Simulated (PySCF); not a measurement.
# C₉H₄F₄O₂: NMR shifts at several levels of theory, part 2 of 2

PySCF 2.14.0. Atoms count from 0.

### 5 Shielding tensors: wB97X-D/pcSseg-1

Job settings and geometry (Å):

```
{"job": {"kind": "nmr", "xc": "wB97X-D", "basis": "pcSseg-1", "pop": false}, "charge": 0, "multiplicity": 1}
O     -3.969180     0.910292    -0.338985
C     -2.966450     0.398914     0.060679
C     -1.829585     1.176255     0.698991
C     -0.489692     0.582347     0.396098
C      0.650015     1.345661     0.178987
F      0.601189     2.668904     0.246106
C      1.869702     0.731248    -0.108233
F      2.951777     1.457343    -0.310386
C      1.945445    -0.658084    -0.188895
F      3.097055    -1.238866    -0.467628
C      0.799736    -1.424078     0.023078
F      0.887302    -2.745172    -0.063402
C     -0.410752    -0.810355     0.313451
C     -1.678480    -1.570639     0.550348
O     -2.797225    -0.933631    -0.041908
H     -1.911309     2.218433     0.367845
H     -2.006953     1.176979     1.791518
H     -1.628012    -2.575897     0.114341
H     -1.856742    -1.687853     1.635895
```

With the program's defaults for keys left out, this is: GIAO wB97X-D/pcSseg-1 NMR shielding, non-relativistic, gas phase.

Standard output:

```text
coarse grid: 18776 points
cycle   1  E = -894.3144975057  dE =  3.835e+00  |g| = 1.340e+00  |ddm| = 4.735e+00
cycle   2  E = -894.0894647179  dE =  2.250e-01  |g| = 1.844e+00  |ddm| = 2.569e+00
cycle   3  E = -894.6451310835  dE = -5.557e-01  |g| = 1.800e-01  |ddm| = 1.550e+00
cycle   4  E = -894.6491574633  dE = -4.026e-03  |g| = 1.118e-01  |ddm| = 1.979e-01
cycle   5  E = -894.6513379777  dE = -2.181e-03  |g| = 1.777e-02  |ddm| = 8.976e-02
cycle   6  E = -894.6513976105  dE = -5.963e-05  |g| = 7.119e-03  |ddm| = 2.228e-02
cycle   7  E = -894.6514075910  dE = -9.980e-06  |g| = 1.673e-03  |ddm| = 7.773e-03
final grid: 191192 points
cycle   8  E = -894.7870119076  dE = -2.768e-04  |g| = 1.102e-02  |ddm| = 1.246e-01
cycle   9  E = -894.7870093340  dE =  2.574e-06  |g| = 1.237e-02  |ddm| = 2.719e-02
cycle  10  E = -894.7870315188  dE = -2.218e-05  |g| = 9.373e-04  |ddm| = 1.012e-02
cycle  11  E = -894.7870317102  dE = -1.914e-07  |g| = 4.866e-04  |ddm| = 1.793e-03
cycle  12  E = -894.7870317645  dE = -5.429e-08  |g| = 1.022e-04  |ddm| = 5.438e-04
cycle  13  E = -894.7870317677  dE = -3.142e-09  |g| = 5.089e-05  |ddm| = 1.545e-04
cycle  14  E = -894.7870317684  dE = -7.435e-10  |g| = 2.172e-05  |ddm| = 9.077e-05
converged SCF energy = -894.7870317684

GIAO shielding tensors (ppm)
atom      isotropic    diamagn.    paramagn.     s11        s22        s33       span
  0 O     -122.960     393.718    -516.678   -431.125   -232.077    294.322    725.447
  1 C       15.824     247.288    -231.464    -85.532     63.039     69.964    155.496
  2 C      154.998     245.891     -90.893    143.983    149.873    171.139     27.156
  3 C       62.640     267.997    -205.357    -13.012     38.269    162.662    175.674
  4 C       32.149     249.117    -216.969    -26.323     30.162     92.607    118.931
  5 F      331.778     476.174    -144.395    264.348    283.540    447.447    183.098
  6 C       34.997     257.745    -222.749     -6.591     14.228     97.354    103.945
  7 F      345.354     473.954    -128.600    273.515    292.765    469.782    196.268
  8 C       36.196     257.980    -221.784     -4.147     15.130     97.606    101.753
  9 F      347.435     473.877    -126.442    277.146    295.699    469.460    192.314
 10 C       33.344     250.399    -217.055    -22.417     30.549     91.901    114.318
 11 F      333.979     476.273    -142.294    265.373    285.310    451.254    185.882
 12 C       63.409     269.025    -205.615    -11.324     34.302    167.250    178.574
 13 C      122.340     239.005    -116.664     97.775    106.618    162.629     64.853
 14 O      140.715     395.244    -254.529    -75.827    228.694    269.278    345.105
 15 H       27.567      29.413      -1.846     21.489     29.271     31.941     10.452
 16 H       28.387      27.037       1.350     25.363     25.764     34.034      8.670
 17 H       25.946      27.873      -1.928     19.896     27.196     30.745     10.849
 18 H       26.510      27.300      -0.791     22.485     25.854     31.190      8.704
```

It took 62 s on 8 threads of Arm Neoverse V2, shared host.

Key values: δ C1 168.7, C4 152.4, C10 151.2, C6 149.5, H17 5.15, H15 3.40 ppm (means over like atoms).

### 6 Shielding tensors: KT2/pcSseg-1

The job, as its differences from that of step 5:

```diff
@@ -1,2 +1,2 @@
-{"job": {"kind": "nmr", "xc": "wB97X-D", "basis": "pcSseg-1", "pop": false}, "charge": 0, "multiplicity": 1}
+{"job": {"kind": "nmr", "xc": "KT2", "basis": "pcSseg-1", "pop": false}, "charge": 0, "multiplicity": 1}
 O     -3.969180     0.910292    -0.338985
```

Level: GIAO KT2/pcSseg-1 NMR shielding, non-relativistic, gas phase.

Standard output:

```text
coarse grid: 18776 points
cycle   1  E = -908.0073328940  dE =  3.016e+00  |g| = 1.455e+00  |ddm| = 4.760e+00
cycle   2  E = -904.2608177965  dE =  3.747e+00  |g| = 3.732e+00  |ddm| = 5.418e+00
cycle   3  E = -908.0472162511  dE = -3.786e+00  |g| = 1.146e+00  |ddm| = 4.738e+00
cycle   4  E = -908.3377891698  dE = -2.906e-01  |g| = 3.030e-01  |ddm| = 1.114e+00
cycle   5  E = -908.3367366934  dE =  1.052e-03  |g| = 3.565e-01  |ddm| = 7.401e-01
cycle   6  E = -908.3622262062  dE = -2.549e-02  |g| = 5.482e-02  |ddm| = 3.450e-01
cycle   7  E = -908.3626582525  dE = -4.320e-04  |g| = 3.520e-02  |ddm| = 9.230e-02
cycle   8  E = -908.3629088848  dE = -2.506e-04  |g| = 1.332e-02  |ddm| = 4.884e-02
cycle   9  E = -908.3629537509  dE = -4.487e-05  |g| = 3.672e-03  |ddm| = 1.759e-02
cycle  10  E = -908.3629557994  dE = -2.049e-06  |g| = 2.156e-03  |ddm| = 5.641e-03
final grid: 191192 points
cycle  11  E = -908.6146747536  dE = -2.676e-04  |g| = 5.747e-02  |ddm| = 1.554e-01
cycle  12  E = -908.6127948550  dE =  1.880e-03  |g| = 1.207e-01  |ddm| = 1.714e-01
cycle  13  E = -908.6151694502  dE = -2.375e-03  |g| = 1.164e-02  |ddm| = 1.278e-01
cycle  14  E = -908.6151947502  dE = -2.530e-05  |g| = 3.706e-03  |ddm| = 1.372e-02
cycle  15  E = -908.6151974232  dE = -2.673e-06  |g| = 8.077e-04  |ddm| = 3.664e-03
cycle  16  E = -908.6151975672  dE = -1.440e-07  |g| = 2.034e-04  |ddm| = 1.154e-03
cycle  17  E = -908.6151975732  dE = -5.954e-09  |g| = 1.185e-04  |ddm| = 3.181e-04
cycle  18  E = -908.6151975765  dE = -3.300e-09  |g| = 2.165e-05  |ddm| = 1.479e-04
cycle  19  E = -908.6151975765  dE = -8.299e-11  |g| = 1.147e-05  |ddm| = 3.000e-05
converged SCF energy = -908.6151975765

GIAO shielding tensors (ppm)
atom      isotropic    diamagn.    paramagn.     s11        s22        s33       span
  0 O      -90.938     394.412    -485.349   -361.154   -186.971    275.312    636.466
  1 C       26.084     248.235    -222.151    -60.530     67.018     71.764    132.294
  2 C      154.426     249.314     -94.887    143.639    149.484    170.156     26.517
  3 C       72.552     268.305    -195.753      8.752     52.244    156.660    147.907
  4 C       40.018     249.679    -209.661     -2.815     33.070     89.800     92.615
  5 F      312.692     475.721    -163.029    244.397    260.625    433.054    188.657
  6 C       42.470     258.480    -216.010     15.808     17.611     93.992     78.184
  7 F      327.084     472.251    -145.167    249.878    274.568    456.805    206.927
  8 C       43.754     258.635    -214.881     18.188     18.750     94.323     76.135
  9 F      329.578     472.045    -142.467    254.620    277.817    456.296    201.677
 10 C       41.105     250.770    -209.665      1.411     33.518     88.385     86.974
 11 F      314.503     475.622    -161.119    245.329    262.260    435.919    190.590
 12 C       73.522     269.161    -195.640      9.020     47.683    163.863    154.843
 13 C      119.682     242.592    -122.910     94.004    104.787    160.255     66.250
 14 O      128.207     395.793    -267.586    -87.286    207.560    264.348    351.633
 15 H       27.495      29.984      -2.489     21.840     29.189     31.456      9.616
 16 H       28.111      27.149       0.961     25.023     25.707     33.602      8.579
 17 H       25.711      28.210      -2.499     19.941     26.991     30.201     10.260
 18 H       26.063      27.378      -1.315     22.070     25.585     30.534      8.465
```

It took 31 s on 8 threads of Arm Neoverse V2, shared host.

Key values: δ C1 157.1, C4 143.2, C10 142.1, C6 140.7, H17 5.29, H15 3.38 ppm (means over like atoms).

### 7 Shielding tensors: HF/pcSseg-1

The job, as its differences from that of step 6:

```diff
@@ -1,2 +1,2 @@
-{"job": {"kind": "nmr", "xc": "KT2", "basis": "pcSseg-1", "pop": false}, "charge": 0, "multiplicity": 1}
+{"job": {"kind": "nmr", "xc": "HF", "basis": "pcSseg-1", "pop": false}, "charge": 0, "multiplicity": 1}
 O     -3.969180     0.910292    -0.338985
```

Level: GIAO HF/pcSseg-1 NMR shielding, non-relativistic, gas phase.

Standard output:

```text
final grid: 191192 points
cycle   1  E = -890.0429665823  dE =  4.783e+00  |g| = 1.339e+00  |ddm| = 4.761e+00
cycle   2  E = -890.3066910332  dE = -2.637e-01  |g| = 9.108e-01  |ddm| = 1.650e+00
cycle   3  E = -890.4480060927  dE = -1.413e-01  |g| = 1.402e-01  |ddm| = 7.946e-01
cycle   4  E = -890.4531090233  dE = -5.103e-03  |g| = 4.967e-02  |ddm| = 1.725e-01
cycle   5  E = -890.4537882555  dE = -6.792e-04  |g| = 1.691e-02  |ddm| = 6.998e-02
cycle   6  E = -890.4538863283  dE = -9.807e-05  |g| = 6.777e-03  |ddm| = 2.282e-02
cycle   7  E = -890.4539142117  dE = -2.788e-05  |g| = 2.109e-03  |ddm| = 1.654e-02
cycle   8  E = -890.4539173205  dE = -3.109e-06  |g| = 8.789e-04  |ddm| = 5.219e-03
cycle   9  E = -890.4539176978  dE = -3.774e-07  |g| = 2.843e-04  |ddm| = 1.808e-03
cycle  10  E = -890.4539177403  dE = -4.244e-08  |g| = 9.444e-05  |ddm| = 5.984e-04
cycle  11  E = -890.4539177449  dE = -4.625e-09  |g| = 2.861e-05  |ddm| = 2.079e-04
cycle  12  E = -890.4539177454  dE = -4.468e-10  |g| = 1.151e-05  |ddm| = 5.889e-05
converged SCF energy = -890.4539177454

GIAO shielding tensors (ppm)
atom      isotropic    diamagn.    paramagn.     s11        s22        s33       span
  0 O     -123.431     392.998    -516.429   -444.852   -241.806    316.365    761.217
  1 C       19.927     245.345    -225.418    -97.011     69.302     87.489    184.500
  2 C      164.855     240.653     -75.798    155.080    159.801    179.684     24.605
  3 C       68.249     266.866    -198.618    -15.704     43.347    177.104    192.807
  4 C       41.533     247.661    -206.128    -33.149     46.136    111.611    144.760
  5 F      371.301     478.302    -107.002    314.728    332.275    466.899    152.171
  6 C       45.018     255.969    -210.952    -11.680     30.723    116.011    127.691
  7 F      382.275     477.521     -95.247    324.426    339.305    483.093    158.667
  8 C       46.191     256.266    -210.075     -9.122     31.490    116.205    125.326
  9 F      383.957     477.608     -93.651    326.953    342.185    482.733    155.780
 10 C       42.762     249.103    -206.341    -29.248     46.255    111.278    140.526
 11 F      372.912     478.613    -105.701    315.213    333.159    470.364    155.151
 12 C       67.659     267.517    -199.859    -13.566     36.975    179.567    193.133
 13 C      135.843     233.575     -97.732    114.388    121.152    171.990     57.602
 14 O      176.538     394.725    -218.187    -21.702    258.214    293.103    314.805
 15 H       27.649      28.509      -0.859     20.945     29.185     32.818     11.873
 16 H       28.611      26.596       2.014     25.283     25.752     34.796      9.513
 17 H       26.241      27.373      -1.133     19.658     27.320     31.744     12.086
 18 H       26.968      26.958       0.010     22.688     26.022     32.193      9.505
```

Run time: 29 s. Hardware: 8 threads of Arm Neoverse V2, shared host.

This run: δ C1 170.9, C4 149.3, C10 148.1, C6 145.8, H17 5.08, H15 3.56 ppm (means over like atoms).

### 8 Run by run: NMR shifts

Shifts (ppm) of some atoms, chosen among heavy atoms and hydrogens apart, means over like atoms, with basis size and wall time:

| run | H17 | H15 | O14 | F5 | F11 | F7 | F9 | functions | time |
| --- | --- | --- | --- | --- | --- | --- | --- | --- | --- |
| PBE0/pcSseg-1 | 5.22 | 3.42 | 198.5 | -148.2 | -150.4 | -162.1 | -164.3 | 275 | 54 s |
| PBE/pcSseg-1 | 5.29 | 3.37 | 213.6 | -161.4 | -163.8 | -176.2 | -178.9 | 275 | 32 s |
| wB97X-D/pcSseg-1 | 5.15 | 3.40 | 192.5 | -144.6 | -146.8 | -158.2 | -160.3 | 275 | 62 s |
| KT2/pcSseg-1 | 5.29 | 3.38 | 202.4 | -174.1 | -175.9 | -188.5 | -191.0 | 275 | 31 s |
| HF/pcSseg-1 | 5.08 | 3.56 | 156.8 | -124.9 | -126.6 | -135.9 | -137.6 | 275 | 29 s |

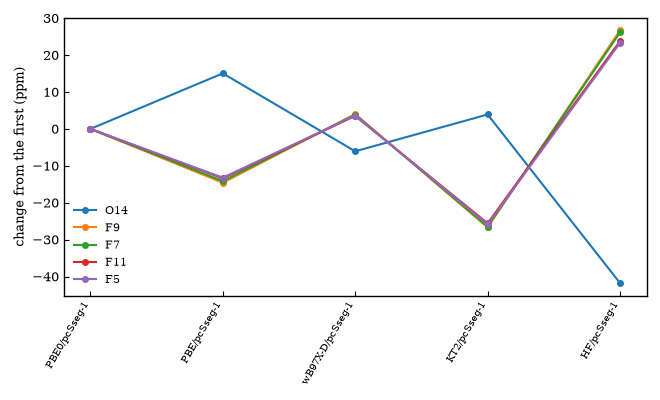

How five of the tabulated atoms move from run to run.

### 9 Summary of results

The summary covers parts 1 to 2.

| quantity | value |
| --- | --- |
| point group | C1 |
| rotational constants (main isotopes) | 0.95, 0.47, 0.32 GHz |
| 13C shifts against TMS (PBE0/pcSseg-1) | 167.5, 151.0, 149.9, 148.4, 147.1, 120.2, 119.4, 62.5, 29.4 ppm |
| 1H shifts against TMS (PBE0/pcSseg-1, means over atoms taken as alike) | 5.22, 3.42 ppm |
| 17O shifts against H2O (PBE0/pcSseg-1) | 457.9, 198.5 ppm |
| 19F shifts against CFCl3 (PBE0/pcSseg-1) | -148.2, -150.4, -162.1, -164.3 ppm |
| range of the shift of O14 | 156.8 to 213.6 ppm |

**Reading.** Single values in the summary come from the first run of each kind that ended normally (PBE0/pcSseg-1), which need not be the best level. The optimisation took 8 steps and gained 0.041 eV; among the close pairs (by a distance rule), C6–F7 changed most, from 1.333 to 1.319 Å. The most deshielded hydrogen is H17, H18 (mean) (hydrogen on an sp3 CH2 bonded to O, on an aromatic ring), at 5.22 ppm: its carbon carries O, which withdraws density. At PBE0/pcSseg-1: The largest span, 723 ppm, is at O0, where the paramagnetic term is -517 ppm. NICS(1)zz of -24 ppm above the planar ring from C3 marks a diatropic (aromatic) ring current. Across the 5 runs the shift of O14 moves most, between 156.8 (HF/pcSseg-1) and 213.6 ppm (PBE/pcSseg-1).
